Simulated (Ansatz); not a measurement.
```xyz
30
Lattice="6.1515 0.0002 0.0000 -3.0755 5.3275 0.0000 0.0000 0.0000 41.8000" Properties=species:S:1:pos:R:3 pbc="T T T"
Ti   -3.0745    5.3269   13.5022
C    -0.0017    1.7750   14.7859
C     1.5397    0.8888   12.2140
Ti    1.5382    0.8986   15.8539
Ti   -0.0002    1.7652   11.1460
F     6.1489    0.0017   17.1296
O    -3.0754    5.3274    9.8773
H    -3.0751    5.3272    8.9067
Ti   -1.5367    2.6655   13.5001
C    -1.5375    4.4395   14.7934
C    -0.0001    3.5518   12.2064
Ti    0.0094    3.5464   15.8539
Ti   -1.5470    4.4450   11.1464
F     4.6141    2.6610   17.1296
F     4.6109    2.6629    9.8702
Ti   -0.0008    5.3258   13.5001
C     3.0776    1.7750   14.7863
C     4.6119    0.8891   12.2135
Ti    4.6135    0.8882   15.8468
Ti    3.0759    1.7759   11.1531
F     3.0785    0.0012   17.1296
F     3.0753    0.0031    9.8702
Ti    1.5370    2.6644   13.4976
C     1.5379    4.4417   14.7859
C     3.0761    3.5499   12.2140
Ti    3.0668    3.5463   15.8539
Ti    1.5471    4.4452   11.1460
O     1.5379    2.6639   17.1230
H     1.5375    2.6641   18.0935
F     1.5406    2.6624    9.8702
```

Computed without spin polarisation.

These are results of DFT PBE, scalar-relativistic, plane waves, PAW (Ansatz 0.2.0), not measurements.

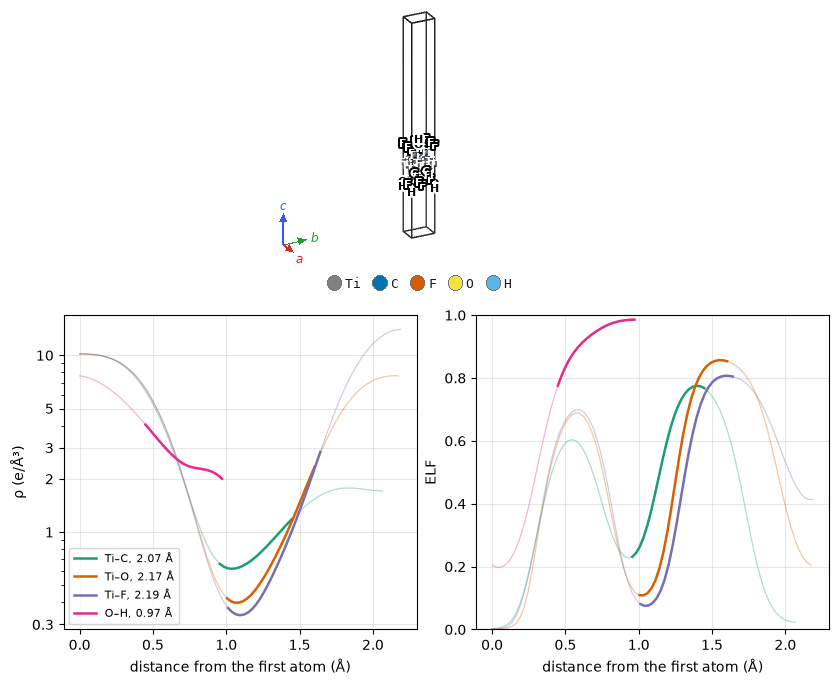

Ti6HC4OF3. Valence electron density and ELF along straight lines between neighbouring atoms. Thin, pale parts lie inside the atomic spheres. The structure is drawn too.

In a PAW calculation such maps are meaningful between the atoms, not at the nuclei.

### Compare the contacts.

Ti–C (2.07 Å): the density is about 0.62 e/Å³ at the midpoint; the ELF peaks at about 0.80 in the valence shell of C, 0.7 Å from its nucleus, and is about 0.30 at the midpoint.
Ti–O (2.17 Å): ρ at the midpoint is about 0.4 e/Å³; the ELF peaks at about 0.85 in the valence shell of O, 0.6 Å from its nucleus, and is about 0.15 at the midpoint: no localised pair shows between them.
Ti–F (2.19 Å): ρ at the midpoint is about 0.34 e/Å³; the ELF peaks at about 0.80 in the valence shell of F, 0.6 Å from its nucleus, and is about 0.10 at the midpoint: no shared electron pair shows on this line.
O–H (0.97 Å): ρ is about 3.7 e/Å³ halfway; the ELF climbs to about 1 towards the hydrogen, as it does in any bond to H: an ordinary covalent bond to hydrogen.
